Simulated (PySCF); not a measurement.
## What a change does: excited-state calculation on C$_{3}$H$_{10}$Si$_{2}$

System: C$_{3}$H$_{10}$Si$_{2}$.
Method of run 1: TDDFT PBE0/def2-SVP, vertical, gas phase, core orbitals frozen in the response (PySCF 2.14.0).

The geometry comes from this level: PBE0-D3(BJ)/def2-SVP. Text and figures count atoms from 1; the logs count them from 0 in places.

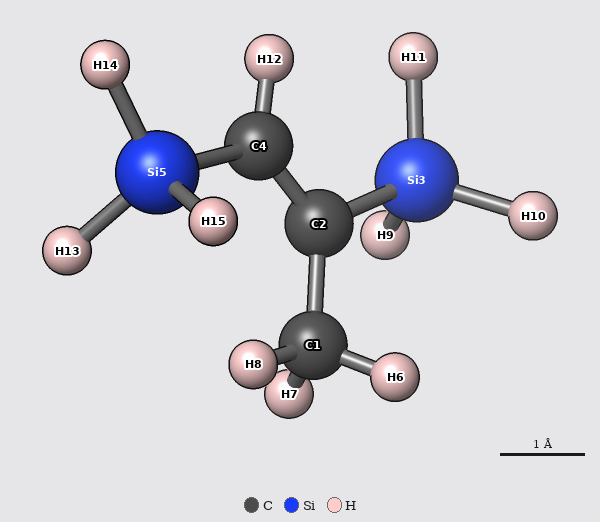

Fig. 1: The structure (ball-and-stick view, seen at a tilt; atoms are numbered from 1 in the order of the input).

Input, run 1:
```
{"job": {"kind": "uv", "xc": "PBE0", "basis": "def2-SVP"}, "charge": 0, "multiplicity": 1}
C     -0.477545     1.420300     0.261957
C     -0.459862    -0.034329    -0.110049
Si    -2.090252    -0.797225    -0.670732
C      0.650539    -0.799188    -0.061293
Si     2.361145    -0.225982     0.468458
H     -1.173162     1.603567     1.098192
H     -0.832887     2.038989    -0.579362
H      0.513015     1.798109     0.560565
H     -2.604785    -0.090905    -1.886601
H     -3.128408    -0.651538     0.398652
H     -1.892454    -2.244290    -0.979773
H      0.559726    -1.855182    -0.350028
H      2.854079     0.907281    -0.376274
H      3.315038    -1.367158     0.330237
H      2.372625     0.233720     1.893097
```

The first line tells a small driver script what to run in PySCF; the rest is the geometry in Å.

Command:
```bash
OMP_NUM_THREADS=1 python <driver script> task.json out
```

Hardware: 1 CPU thread, shared host.

Output (run 1):
```
coarse grid: 12712 points
cycle   1  E = -698.5047814535  dE =  2.537e-03  |g| = 2.958e-01  |ddm| = 3.603e+00
cycle   2  E = -698.4993362678  dE =  5.445e-03  |g| = 3.243e-01  |ddm| = 6.795e-01
cycle   3  E = -698.5295629976  dE = -3.023e-02  |g| = 3.326e-02  |ddm| = 4.024e-01
cycle   4  E = -698.5298235760  dE = -2.606e-04  |g| = 1.866e-02  |ddm| = 5.751e-02
cycle   5  E = -698.5299110273  dE = -8.745e-05  |g| = 6.517e-03  |ddm| = 2.404e-02
cycle   6  E = -698.5299218104  dE = -1.078e-05  |g| = 1.835e-03  |ddm| = 7.640e-03
cycle   7  E = -698.5299226511  dE = -8.407e-07  |g| = 2.469e-04  |ddm| = 1.784e-03
final grid: 111200 points
cycle   8  E = -698.6197170468  dE = -1.294e-05  |g| = 5.480e-03  |ddm| = 2.032e-02
cycle   9  E = -698.6197128229  dE =  4.224e-06  |g| = 6.682e-03  |ddm| = 1.302e-02
cycle  10  E = -698.6197256452  dE = -1.282e-05  |g| = 5.739e-04  |ddm| = 7.542e-03
cycle  11  E = -698.6197257243  dE = -7.912e-08  |g| = 1.686e-04  |ddm| = 6.443e-04
cycle  12  E = -698.6197257313  dE = -6.951e-09  |g| = 5.782e-05  |ddm| = 2.145e-04
cycle  13  E = -698.6197257322  dE = -9.161e-10  |g| = 1.131e-05  |ddm| = 7.349e-05
converged SCF energy = -698.6197257322

Static polarisability (au): isotropic 85.567, principal 65.111 80.289 111.300

Singlet excitations
state   eV       nm        f      main configurations
  1   5.8057    213.6   0.00002   H-1->L 0.98
  2   6.3494    195.3   0.46154   H->L 0.96
  3   7.1709    172.9   0.00004   H->L+1 0.97
  4   7.4330    166.8   0.01077   H-2->L 0.94
  5   7.5479    164.3   0.00016   H-3->L 0.95
  6   7.7855    159.3   0.00126   H-4->L 0.56, H-1->L+1 0.43
  7   7.8616    157.7   0.00121   H->L+2 0.79, H->L+3 0.14
  8   7.9079    156.8   0.00005   H->L+3 0.82, H->L+2 0.15
  9   7.9880    155.2   0.01634   H-5->L 0.45, H-1->L+1 0.27, H-4->L 0.23
 10   8.0353    154.3   0.00791   H-6->L 0.77

Triplet excitations (Tamm-Dancoff, eV): 3.8526 5.1724 7.0035 7.1412
```

For run 2 the input was changed thus:
```diff
-"basis": "def2-SVP"
+"basis": "6-31G*"
```

Predict how the results change.

The total energy of run 2 is 141.5 kcal/mol lower, which measures the change of basis and not a stability. The HOMO goes from −7.62 to −7.47 eV. The LUMO goes from −0.83 to −0.62 eV. The lowest excitation goes from 5.81 to 5.89 eV. The strongest computed line goes from 6.35 to 6.43 eV. The SCF takes 12 iterations against 13. The basis functions go from 128 to 98.

Output (run 2):
```
coarse grid: 12712 points
cycle   1  E = -698.8734796383  dE =  3.610e-02  |g| = 3.223e-01  |ddm| = 3.226e+00
cycle   2  E = -698.8650894143  dE =  8.390e-03  |g| = 3.603e-01  |ddm| = 6.970e-01
cycle   3  E = -698.9026022498  dE = -3.751e-02  |g| = 3.024e-02  |ddm| = 4.225e-01
cycle   4  E = -698.9028169699  dE = -2.147e-04  |g| = 1.700e-02  |ddm| = 4.999e-02
cycle   5  E = -698.9028897338  dE = -7.276e-05  |g| = 5.265e-03  |ddm| = 1.962e-02
cycle   6  E = -698.9028963359  dE = -6.602e-06  |g| = 1.888e-03  |ddm| = 5.983e-03
final grid: 111200 points
cycle   7  E = -698.8451966406  dE = -1.013e-05  |g| = 7.049e-03  |ddm| = 1.526e-02
cycle   8  E = -698.8451805815  dE =  1.606e-05  |g| = 1.041e-02  |ddm| = 1.716e-02
cycle   9  E = -698.8452103565  dE = -2.978e-05  |g| = 1.526e-03  |ddm| = 1.060e-02
cycle  10  E = -698.8452109772  dE = -6.207e-07  |g| = 1.303e-04  |ddm| = 1.381e-03
cycle  11  E = -698.8452109817  dE = -4.494e-09  |g| = 5.255e-05  |ddm| = 2.159e-04
cycle  12  E = -698.8452109824  dE = -7.285e-10  |g| = 1.428e-05  |ddm| = 6.527e-05
converged SCF energy = -698.8452109824

Static polarisability (au): isotropic 79.184, principal 58.426 73.725 105.402

Singlet excitations
state   eV       nm        f      main configurations
  1   5.8930    210.4   0.00003   H-1->L 0.98
  2   6.4348    192.7   0.45443   H->L 0.96
  3   7.1640    173.1   0.00171   H->L+1 0.97
  4   7.5957    163.2   0.00780   H->L+2 0.66, H-2->L 0.28
  5   7.6111    162.9   0.00540   H-2->L 0.63, H->L+2 0.30
  6   7.7302    160.4   0.00014   H-3->L 0.92
  7   7.8732    157.5   0.00015   H->L+3 0.97
  8   7.9242    156.5   0.01654   H-1->L+1 0.58, H-4->L 0.40
  9   8.1528    152.1   0.00538   H-6->L 0.82
 10   8.1711    151.7   0.01904   H-5->L 0.51, H-4->L 0.25, H-1->L+1 0.16

Triplet excitations (Tamm-Dancoff, eV): 3.8658 5.2609 6.9916 7.2971
```

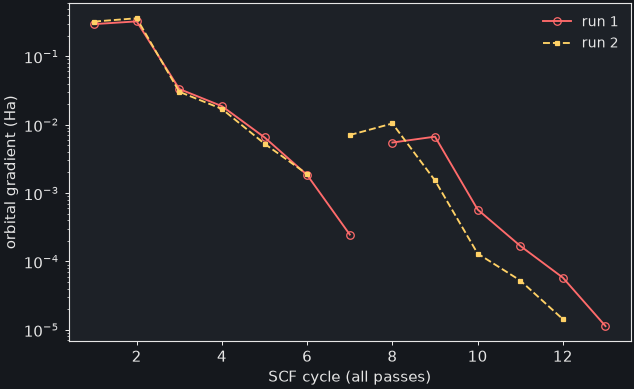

Fig. 2: Convergence of the two runs: orbital gradient against the SCF cycle. A break in a curve parts two SCF passes (coarse and final grid). Run 1 takes 13 cycles in all, and run 2 takes 12.

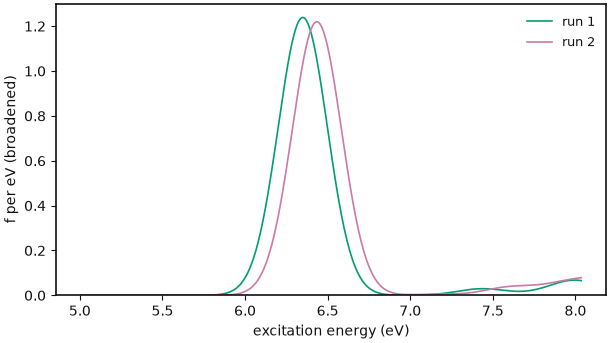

Fig. 3: Absorption of the two runs from their computed states, each broadened by a Gaussian of 0.35 eV full width; the range ends where the shorter list of states ends.

The two runs side by side:

```csv
quantity,run 1,run 2
outcome,converged,converged
total energy (hartree),−698.619726,−698.845211
HOMO (eV),−7.62,−7.47
LUMO (eV),−0.83,−0.62
dipole moment (D),0.60,0.58
lowest excitation (eV),5.81,5.89
SCF iterations,13,12
strongest computed line (eV),6.35,6.43
basis functions,128,98
wall time (shared host),24 s,18 s
```
